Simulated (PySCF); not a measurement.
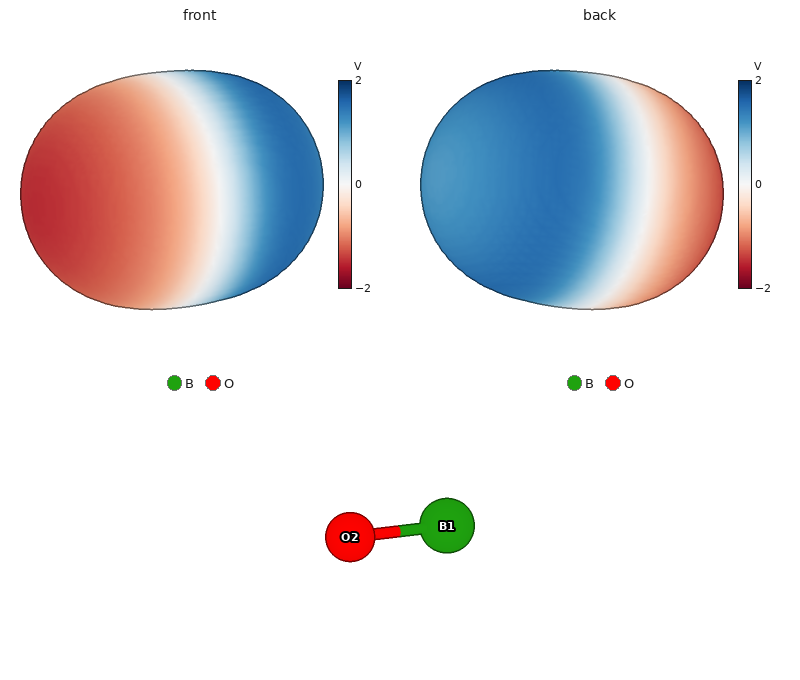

Figure. BO (doublet). The molecular electrostatic potential painted on the density surface at 0.002 e/bohr³, seen from the front and from behind; the colour scale runs from red (negative) to blue (positive). The bare structure is drawn below in the same view.

Theory: PBE0/def2-TZVPPD, non-relativistic Hamiltonian with scalar-relativistic core potentials where named, at a bond length of 1.203 Å in PySCF.

Question: Where is the surface potential most negative and most positive?

Answer: The most negative region (about −1.5 V, or −35 kcal/mol for a unit charge) lies over O2, the most positive (about +1.5 V, or +35 kcal/mol for a unit charge) over B1. O2 is the likeliest acceptor of a hydrogen bond.
